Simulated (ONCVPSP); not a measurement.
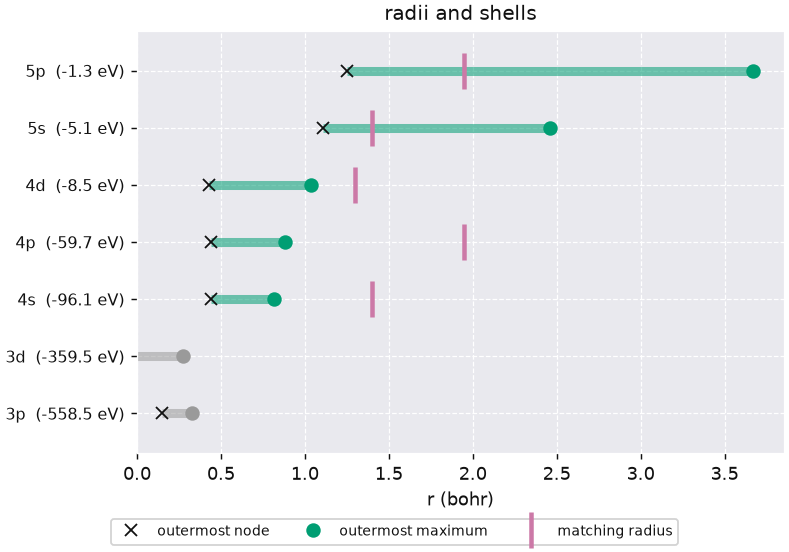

*Outer shells of the all-electron reference atom: each bar runs from the outermost node (or the nucleus) to the outermost maximum of u(r); the tick is the radius chosen for the pseudo-wave. Shells without a tick have no pseudo-wave of their own. Levels, nodes and maxima are from ld1.x, scalar-relativistic.*

- Radii against the shells: 4s: 1.40 bohr, outside the maximum; 4p: 1.95 bohr, outside the maximum; 4d: 1.30 bohr, outside the maximum; 5s: 1.40 bohr, between node and maximum; 5p: 1.95 bohr, between node and maximum.

Pseudopotential generation: Ag (part 1 of 2)

- system: silver (Ag, Z = 47), core [Ar] 3d10, reference valence 4s2 4p6 4d10 5s0.5 5p0.5, valence charge 19.
- method: ONCV potential, PBE, fully relativistic, made with ONCVPSP 4.0.1

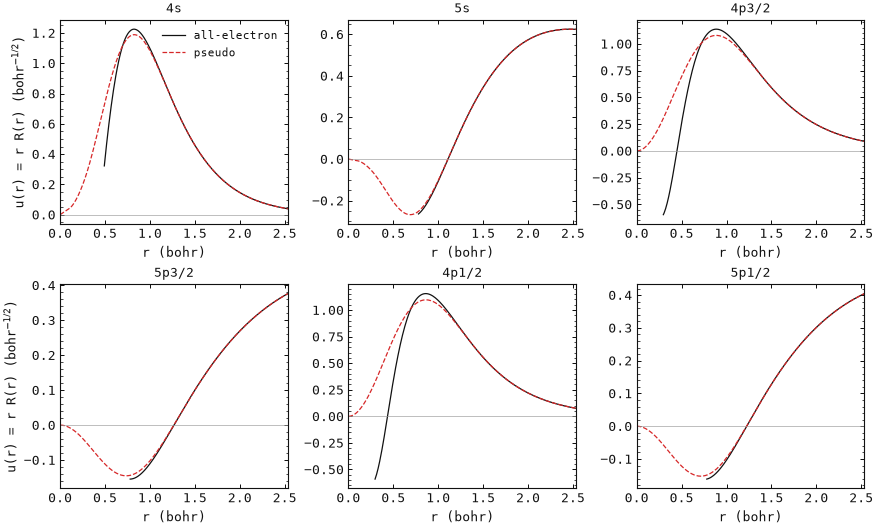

*Pseudo-waves (dashed) against the all-electron radial functions (solid). The innermost oscillations of some all-electron curves aren't drawn. Reference configuration 4s2 4p6 4d10 5s0.5 5p0.5.*

- Matching radii: 4s at 1.40 bohr; 5s at 1.40 bohr; 4p3/2 at 1.95 bohr; 5p3/2 at 1.95 bohr; 4p1/2 at 1.95 bohr; 5p1/2 at 1.95 bohr. The curves merge smoothly, so the plot gives these only roughly.
- Nodes of the pseudo-waves: 4s has no node; 5s has a node at about 1.1 bohr; 4p3/2 has no node; 5p3/2 has a node at about 1.3 bohr; 4p1/2 has no node; 5p1/2 has a node at about 1.2 bohr. A node in 5s, 5p3/2 and 5p1/2 is expected, since a lower shell of the same l is also in the valence and the two must stay orthogonal.
- Cutoffs needed: 39 Ha (loose) and 46 Ha (tight), as the cutoffs at which the residual kinetic energy of the hardest occupied pseudo-wave falls to 1 and 0.1 mHa per electron. The potential isn't sound: the pseudo-atom misses its own reference levels by up to 0.34 eV.

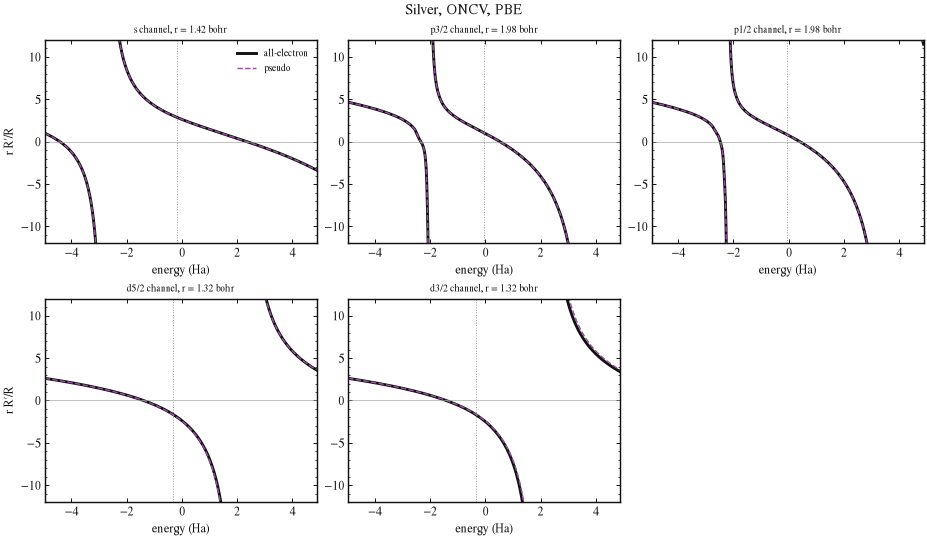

*Logarithmic derivatives r R′/R at the test radius against energy, all-electron atom (solid) and pseudo-atom (dashed). Here R(r) is the radial function. The dotted line marks the reference energy of the channel. Not drawn: f7/2: not judged; f5/2: not judged.*

- Poles, where the radial function vanishes at the test radius: s: all-electron at -2.8 Ha, pseudo at -2.8 Ha; p3/2: all-electron at -2.0 and 4.0 Ha, pseudo at -2.0 and 4.0 Ha; p1/2: all-electron at -2.2 and 3.8 Ha, pseudo at -2.2 and 3.8 Ha; d5/2: all-electron at 2.1 Ha, pseudo at 2.1 Ha; d3/2: all-electron at 2.1 Ha, pseudo at 2.1 Ha.
- Ghost states: the plot shows none: pseudo and all-electron curves have the same branches in all channels drawn. The separate test gives: no bound ghost flagged; no localised positive-energy state flagged (flags above 300 eV left out).

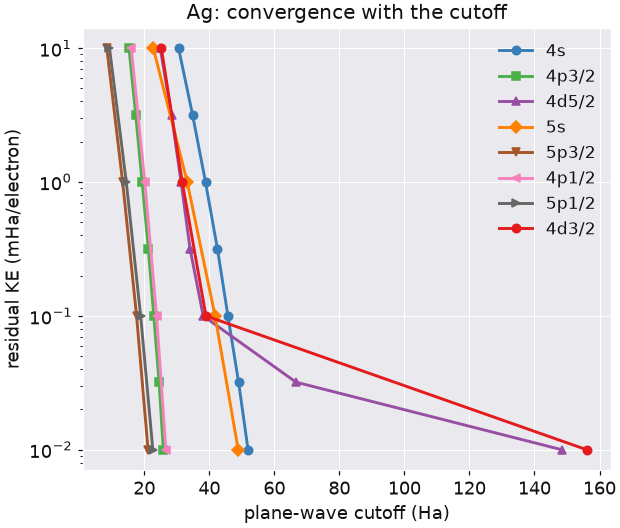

*Residual kinetic energy of the pseudo-waves (the first of each channel, and further valence shells) beyond the plane-wave cutoff, as the generator prints it.*

- Hardest wave at 1 mHa per electron: 4s, with rc = 1.40 bohr and qcut = 11.5 1/bohr. The optimisation minimises, but can't always remove, the kinetic energy above qcut²/2 = 66.1 Ha, and a larger rc would as a rule soften the wave at some cost in transferability.
- Cutoffs for the occupied states: 39 Ha for 1 mHa and 46 Ha for 0.1 mHa per electron. The first is set by 4s.
- Cutoffs for 1 mHa per electron: 4s: 39 Ha; 5s: 33 Ha; 4d3/2: 32 Ha; 4d5/2: 31 Ha; 4p1/2: 20 Ha; 4p3/2: 19 Ha; 5p1/2: 14 Ha; 5p3/2: 13 Ha.

These pictures come from the run below.

**Input**
```
# ATOM AND REFERENCE CONFIGURATION
# atsym  z   nc   nv     iexc    psfile
  Ag 47.00    6    5        4      upf
#
#   n    l    f
    1    0    2.00
    2    0    2.00
    2    1    6.00
    3    0    2.00
    3    1    6.00
    3    2   10.00
    4    0    2.00
    4    1    6.00
    4    2   10.00
    5    0    0.50
    5    1    0.50
#
# PSEUDOPOTENTIAL AND OPTIMIZATION
# lmax
    2
#
#   l,   rc,      ep,       ncon, nbas, qcut
    0    1.40    0.00    4    8   11.50
    1    1.95    0.00    3    6    9.40
    2    1.30    0.00    4    9    8.60
#
# LOCAL POTENTIAL
# lloc, lpopt,  rc(5),   dvloc0
    2    5    1.30    0.00
#
# VANDERBILT-KLEINMAN-BYLANDER PROJECTORs
# l, nproj, debl
    0    3    2.60
    1    3    3.40
    2    0    3.10
#
# MODEL CORE CHARGE
# icmod, fcfact, rcfact
    2    0.50    1.00
#
# LOG DERIVATIVE ANALYSIS
# epsh1, epsh2, depsh
   -5.00    5.00    0.04
#
# OUTPUT GRID
# rlmax, drl
    6.00    0.01
#
# TEST CONFIGURATIONS
# ncnf
    4
# nvcnf
#   n    l    f
    5
    4    0    2.00
    4    1    6.00
    4    2   10.00
    5    0    1.00
    5    1    0.00
#
    5
    4    0    2.00
    4    1    6.00
    4    2   10.00
    5    0    0.00
    5    1    0.00
#
    5
    4    0    2.00
    4    1    6.00
    4    2    9.00
    5    0    0.00
    5    1    0.00
#
    5
    4    0    2.00
    4    1    6.00
    4    2    7.00
    5    0    0.00
    5    1    0.00
#
```

Command:
```bash
oncvpspr.x < Ag.dat > Ag.out
```

**The program's output (extracts)**
```
ONCVPSP  (Optimized Norm-Conservinng Vanderbilt PSeudopotential)
relativistic version 4.0.1

#   n    l    f        energy (Ha)
    1    0    2.00    -9.3036908D+02
    2    0    2.00    -1.3697942D+02
    2    1    6.00    -1.2084934D+02    -1.2729256D+02
    3    0    2.00    -2.5144853D+01
    3    1    6.00    -2.0155170D+01    -2.1292253D+01
    3    2   10.00    -1.3108155D+01    -1.3337122D+01
    4    0    2.00    -3.5306956D+00
    4    1    6.00    -2.1333081D+00    -2.3200368D+00
    4    2   10.00    -3.0470671D-01    -3.2527407D-01
    5    0    0.50    -1.8908339D-01
    5    1    0.50    -4.5338499D-02    -4.9967744D-02

Reference configufation results
  iterations    29
  all-electron total energy (Ha)   -5.31717160D+03

Begin loop to  construct optimized pseudo wave functions
and semi-local pseudopoentials for all angular momenta

   Wellstate for l =  0  n =  6 kap= -1
     eigenvalue =   2.4109
     asymptotic potential =   2.9109
     half-point radius =  2.6463

Calculating optimized projector #   1

 for l=   0

    Fraction of norm inside rc  0.928795
    Optimizing pswf for qcut=  11.51 a_B^-1,  ecut=  66.27 Ha
    Residual kinetic energy error=  3.51D-08 Ha

    Energy error per electron        Cutoff
         Ha          eV             Ha
         0.01000     0.27211       30.54
         0.00100     0.02721       38.82
         0.00010     0.00272       45.71
         0.00001     0.00027       51.90

Calculating optimized projector #   2

 for l=   0

    Fraction of norm inside rc  0.038610
    Optimizing pswf for qcut=  11.51 a_B^-1,  ecut=  66.27 Ha
    Residual kinetic energy error=  3.34D-09 Ha

    Energy error per electron        Cutoff
         Ha          eV             Ha
         0.01000     0.27211       22.76
         0.00100     0.02721       33.20
         0.00010     0.00272       41.76
         0.00001     0.00027       48.88

Calculating optimized projector #   3

 for l=   0

    Fraction of norm inside rc  0.089557
    Optimizing pswf for qcut=  11.51 a_B^-1,  ecut=  66.27 Ha
    Residual kinetic energy error=  1.90D-08 Ha

    Energy error per electron        Cutoff
         Ha          eV             Ha
         0.01000     0.27211       29.20
         0.00100     0.02721       38.74
         0.00010     0.00272       46.61
         0.00001     0.00027       53.50

   Wellstate for l =  1  n =  7 kap= -2
     eigenvalue =   3.3547
     asymptotic potential =   3.8547
     half-point radius =  3.6261

Calculating optimized projector #   1

 for l=   1

    Fraction of norm inside rc  0.980907
    Optimizing pswf for qcut=   9.40 a_B^-1,  ecut=  44.19 Ha
    Residual kinetic energy error=  3.75D-10 Ha

    Energy error per electron        Cutoff
         Ha          eV             Ha
         0.01000     0.27211       15.28
         0.00100     0.02721       19.31
         0.00010     0.00272       22.90
         0.00001     0.00027       25.84

Calculating optimized projector #   2

 for l=   1

    Fraction of norm inside rc  0.028216
    Optimizing pswf for qcut=   9.40 a_B^-1,  ecut=  44.19 Ha
    Residual kinetic energy error=  1.74D-10 Ha

    Energy error per electron        Cutoff
         Ha          eV             Ha
         0.01000     0.27211        8.46
         0.00100     0.02721       13.33
         0.00010     0.00272       17.62
         0.00001     0.00027       21.15

Calculating optimized projector #   3

 for l=   1

    Fraction of norm inside rc  0.133686
    Optimizing pswf for qcut=   9.40 a_B^-1,  ecut=  44.19 Ha
    Residual kinetic energy error=  5.78D-09 Ha

    Energy error per electron        Cutoff
         Ha          eV             Ha
         0.01000     0.27211       14.15
         0.00100     0.02721       18.07
         0.00010     0.00272       20.88
         0.00001     0.00027       28.19

   Wellstate for l =  1  n =  7 kap=  1
     eigenvalue =   3.3500

Calculating optimized projector #   1

 for l=   1

    Fraction of norm inside rc  0.985311
    Optimizing pswf for qcut=   9.40 a_B^-1,  ecut=  44.19 Ha
    Residual kinetic energy error=  6.09D-10 Ha

    Energy error per electron        Cutoff
         Ha          eV             Ha
         0.01000     0.27211       15.98
         0.00100     0.02721       20.15
         0.00010     0.00272       23.77
         0.00001     0.00027       26.64

Calculating optimized projector #   2

 for l=   1

    Fraction of norm inside rc  0.035292
    Optimizing pswf for qcut=   9.40 a_B^-1,  ecut=  44.19 Ha
    Residual kinetic energy error=  9.21D-11 Ha

    Energy error per electron        Cutoff
         Ha          eV             Ha
         0.01000     0.27211        9.29
         0.00100     0.02721       14.45
         0.00010     0.00272       18.87
         0.00001     0.00027       22.62

Calculating optimized projector #   3

 for l=   1

    Fraction of norm inside rc  0.135756
    Optimizing pswf for qcut=   9.40 a_B^-1,  ecut=  44.19 Ha
    Residual kinetic energy error=  4.17D-09 Ha

    Energy error per electron        Cutoff
         Ha          eV             Ha
         0.01000     0.27211       15.25
         0.00100     0.02721       19.12
         0.00010     0.00272       22.23
         0.00001     0.00027       25.07

Calculating optimized projector #   1

 for l=   2

    Fraction of norm inside rc  0.517480
    Optimizing pswf for qcut=   8.59 a_B^-1,  ecut=  36.88 Ha
    Residual kinetic energy error=  1.11D-04 Ha

    Energy error per electron        Cutoff
         Ha          eV             Ha
         0.01000     0.27211       24.89
         0.00100     0.02721       31.31
         0.00010     0.00272       38.11
         0.00001     0.00027      148.48

Calculating optimized projector #   1

 for l=   2

    Fraction of norm inside rc  0.531569
    Optimizing pswf for qcut=   8.59 a_B^-1,  ecut=  36.88 Ha
    Residual kinetic energy error=  1.30D-04 Ha

    Energy error per electron        Cutoff
         Ha          eV             Ha
         0.01000     0.27211       25.24
         0.00100     0.02721       31.67
         0.00010     0.00272       38.95
         0.00001     0.00027      156.13

Construct Vanderbilt / Kleinmman-Bylander projectors

B matrix Hermiticity error, ll=  0  kap= -1
   1   2    4.0163D-04
   1   3   -9.7921D-04
   2   3    1.3019D-04

  Orthonormal projector coefficients  2.0074E+01  1.6637E+00 -3.4166E-01

B matrix Hermiticity error, ll=  1  kap= -2
   1   2    1.1740D-04
   1   3    6.5535D-04
   2   3   -8.8152D-05

  Orthonormal projector coefficients  5.8206E+00  1.6020E+00  1.7761E-01

B matrix Hermiticity error, ll=  1  kap=  1
   1   2    1.3928D-04
   1   3    7.0477D-04
   2   3   -9.6211D-05

  Orthonormal projector coefficients  5.4070E+00  1.4300E+00  2.9805E-01

 Orthonormal scalar projector coefficients, l =  1
  5.6800E+00  1.5458E+00  2.1385E-01  5.1523E-03  3.8047E-04  3.4032E-05

 Orthonormal spin-orbit projector coefficients, l =  1
  3.5908E-01  1.0757E-01 -1.0565E-01 -5.6154E-02  5.9540E-03 -7.3446E-04

 Orthonormal scalar projector coefficients, l =  2

 Orthonormal spin-orbit projector coefficients, l =  2

Model core correction analysis
  based on d2Exc/dn_idn_j

d2excae - all-electron derivatives

   -2.607573D-02   -2.313680D-02   -1.420071D-02   -1.291860D-03
   -3.981689D-04
   -2.313687D-02   -2.143854D-02   -1.450523D-02   -1.567079D-03
   -4.285530D-04
   -1.420080D-02   -1.450528D-02   -1.377112D-02   -5.926059D-03
   -2.148614D-03
   -1.291835D-03   -1.566976D-03   -5.925567D-03   -2.302681D-02
   -1.691226D-02
   -3.981692D-04   -4.285312D-04   -2.147624D-03   -1.690674D-02
   -2.507307D-02

d2excps - pseudofunction derivatives with no core correction

   -3.822442D-02   -3.407368D-02   -2.056491D-02   -1.962948D-03
   -6.077318D-04
   -3.407392D-02   -3.148438D-02   -2.050388D-02   -2.389120D-03
   -6.599999D-04
   -2.056524D-02   -2.050401D-02   -1.942184D-02   -7.978290D-03
   -2.878296D-03
   -1.962863D-03   -2.388782D-03   -7.977418D-03   -2.931796D-02
   -2.142118D-02
   -6.077381D-04   -6.599493D-04   -2.876560D-03   -2.141043D-02
   -3.075034D-02

rms 2nd derivative error    5.646266E-03

amplitude prefactor, scale prefactor
   16.3173    1.1082

d2excps - pseudofunction derivatives with core correction

   -3.409717D-02   -3.014956D-02   -1.967729D-02   -1.617693D-03
   -4.942569D-04
   -3.014976D-02   -2.760290D-02   -1.970677D-02   -2.061051D-03
   -5.466638D-04
   -1.967753D-02   -1.970685D-02   -1.933463D-02   -7.882922D-03
   -2.851105D-03
   -1.617580D-03   -2.060690D-03   -7.882050D-03   -2.929281D-02
   -2.141247D-02
   -4.942549D-04   -5.466053D-04   -2.849368D-03   -2.140172D-02
   -3.074719D-02

rms 2nd derivative error    4.322311E-03

Pseudoatom total energy -147.360743

Diagnostic tests using Vanderbilt-Kleinman-Bylander pseudopotentials
  relativistic with J = L +/- 1/2 projectors

   l  kap   rcore       rmatch      e in        delta e    norm test   slope test

   0  -1   1.4044043   1.4470450  -3.5306956   0.0000031   1.0002313   1.0002236
   0  -1   1.4044043   1.4470450  -0.1890834   0.0000068   1.0000636   1.0000480
   0  -1   1.4044043   1.4470450   2.4109166   0.0001218   1.0003831   1.0003831

   1  -2   1.9515563   2.0108098  -2.1333081   0.0000049   1.0001847   1.0001759
   1   1   1.9515563   2.0108098  -2.3200368   0.0000102   1.0001893   1.0001757
   1  -2   1.9515563   2.0108098  -0.0453385   0.0000006   1.0000222   1.0000136
   1   1   1.9515563   2.0108098  -0.0499677   0.0000024   1.0000443   1.0000341
   1  -2   1.9515563   2.0108098   3.3546615   0.0000272   1.0003170   1.0003170
   1   1   1.9515563   2.0108098   3.3300383   0.0000302   1.0003216   1.0003216

   2  -3   1.3071228   1.3468098  -0.3047067  -0.0081208   0.9997202   0.9791670
   2   2   1.3071228   1.3468098  -0.3252741   0.0124466   1.0002324   1.0312709

Diagnostic tests using Vanderbilt-Kleinman-Bylander pseudopotentials
  relativistic with scalar and spin-orbit non-local projectors

   l  kap   rcore       rmatch      e in        delta e    norm test   slope test

   0  -1   1.4044043   1.4470450  -3.5306956   0.0000031   1.0002313   1.0002236
   0  -1   1.4044043   1.4470450  -0.1890834   0.0000068   1.0000636   1.0000480
   0  -1   1.4044043   1.4470450   2.4109166   0.0001218   1.0003831   1.0003831

   1  -2   1.9515563   2.0108098  -2.1333081  -0.0017471   1.0006249   1.0001197
   1   1   1.9515563   2.0108098  -2.3200368  -0.0017014   1.0005570   1.0001037
   1  -2   1.9515563   2.0108098  -0.0453385  -0.0000047   0.9998762   1.0000119
   1   1   1.9515563   2.0108098  -0.0499677  -0.0000010   0.9999671   1.0000393
   1  -2   1.9515563   2.0108098   3.3546615  -0.0002784   1.0004439   1.0004439
   1   1   1.9515563   2.0108098   3.3300383  -0.0003797   1.0004692   1.0004692

   2  -3   1.3071228   1.3468098  -0.3047067  -0.0081208   0.9997202   0.9791670
   2   2   1.3071228   1.3468098  -0.3252741   0.0124466   1.0002324   1.0312709

Ghost test for J = L + 1/2

 Testing for bound ghosts
   n   l    E NL Schr. Eq   E Basis Diag.   E Cutoff

   1   0       -3.530693       -3.530690    177.72
   2   0       -0.189077       -0.066504    177.72

   2   1       -2.133303       -2.133247     59.20
   3   1       -0.045338        0.034173     59.20

 Testing for highly-localized positive-energy ghosts
       l    <radius>/rc     E Basis Diag.   E Cutoff

       0        0.597736       22.257727    177.72  WARNING - GHOST(+)

Ghost test for J = L - 1/2

 Testing for bound ghosts
   n   l    E NL Schr. Eq   E Basis Diag.   E Cutoff

   1   0       -3.530693       -3.530690    177.72
   2   0       -0.189077       -0.066504    177.72

   2   1       -2.320027       -2.319967     59.20
   3   1       -0.049965        0.021691     59.20

 Testing for highly-localized positive-energy ghosts
       l    <radius>/rc     E Basis Diag.   E Cutoff

       0        0.597736       22.257727    177.72  WARNING - GHOST(+)

Test configuration 0
```

(Continued in part 2.) Outcome of the run: generated; no spin-orbit splitting in 4d; the pseudo-atom misses its reference levels by up to 0.34 eV (4d).
